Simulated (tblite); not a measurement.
# Frequency calculation of C₄H₉FOSi

C₄H₉FOSi, SMILES CO[Si@@H]1CC[C@H]1F, computed with GFN2-xTB harmonic vibrations, gas phase (tblite 0.8.0).

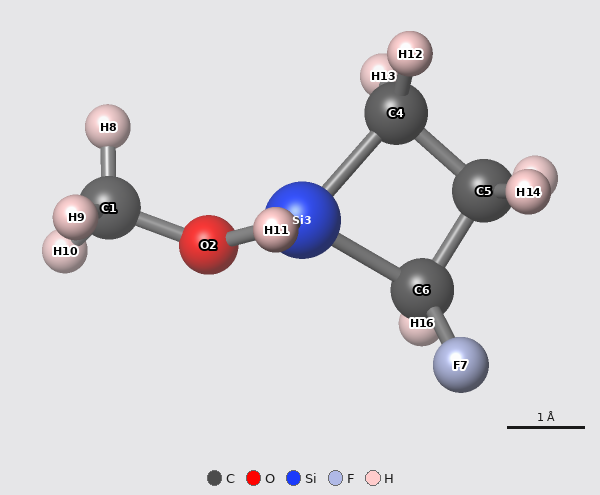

**Figure 1.** The structure as given in the input (ball-and-stick view, seen on its broad side; atoms are numbered from 1 in the order of the input). Bond lengths as drawn: C–C 1.54 Å, C–F 1.39 Å, C–H 1.09 Å, C–O 1.40 Å, C–Si 1.91 to 1.92 Å, H–Si 1.46 Å and O–Si 1.62 Å.

**Key numbers**

```json
{"quantity": "outcome", "value": "converged"}
{"quantity": "total energy", "value": "−644.7723 eV"}
{"quantity": "zero-point energy", "value": "77.5520 kcal/mol"}
{"quantity": "hardware", "value": "1 CPU thread, shared host"}
{"quantity": "wall time", "value": "1.7 s"}
{"quantity": "peak memory", "value": "0.18 GiB"}
```

**The input**
```
{"job": {"kind": "ir", "xc": "GFN2-xTB", "basis": "xTB"}, "charge": 0, "multiplicity": 1}
C      2.860451     0.038249     0.081624
O      1.553649     0.230696    -0.379052
Si     0.206991     0.524051     0.464217
C     -0.923969    -0.913344     1.029387
C     -2.077061    -0.362003     0.167272
C     -1.299587     0.626777    -0.713703
F     -1.941392     1.850266    -0.821225
H      2.939793    -0.909517     0.617261
H      3.155821     0.846883     0.752248
H      3.521727     0.023088    -0.784657
H      0.353529     1.604750     1.435776
H     -1.183550    -1.012566     2.079924
H     -0.604618    -1.893662     0.678242
H     -2.783061     0.198255     0.777560
H     -2.624444    -1.121074    -0.389129
H     -1.161877     0.278095    -1.739673
```

The first line tells a small driver script what to run in tblite; the rest is the geometry in Å.

Launch command:
```bash
OMP_NUM_THREADS=1 python <driver script> task.json out
```

**Log**
```
mode    cm-1     km/mol
  1      66.3      0.55
  2      84.6      1.20
  3     102.6      1.53
  4     110.6      1.75
  5     188.0     14.18
  6     240.0     12.21
  7     284.5      4.92
  8     407.1      6.05
  9     472.6      7.93
 10     579.7    131.08
 11     657.5     65.03
 12     690.6     79.10
 13     711.3     83.89
 14     728.8     16.29
 15     824.3    153.11
 16     883.9     41.87
 17     964.4      4.22
 18    1028.7      8.16
 19    1063.0     26.59
 20    1083.9     32.56
 21    1127.0      1.93
 22    1130.8     70.30
 23    1156.7    202.75
 24    1162.2     11.76
 25    1196.6     18.06
 26    1218.4      5.57
 27    1263.9      5.56
 28    1303.0      5.57
 29    1410.2      1.31
 30    1465.6      1.73
 31    1474.7      6.97
 32    1481.2      3.26
 33    1485.0      2.42
 34    2282.9    290.88
 35    2945.1     34.70
 36    2963.6     29.92
 37    2974.5     37.60
 38    2990.1     14.00
 39    2998.4     16.15
 40    3003.9     65.12
 41    3016.4     22.14
 42    3025.6     46.29
```

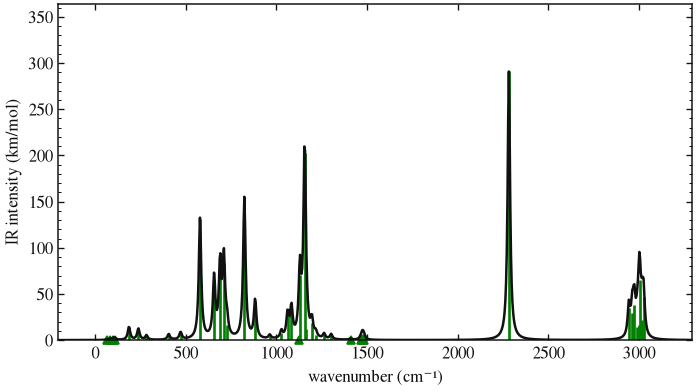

**Figure 2.** Harmonic infrared spectrum, unscaled: sticks (degenerate modes added up, dark ones marked on the axis) with a Lorentzian envelope of 16 cm⁻¹ full width, scaled to the tallest stick. 42 modes from 66 to 3026 cm⁻¹, none imaginary. The strongest line is at 2283 cm⁻¹ (291 km/mol).
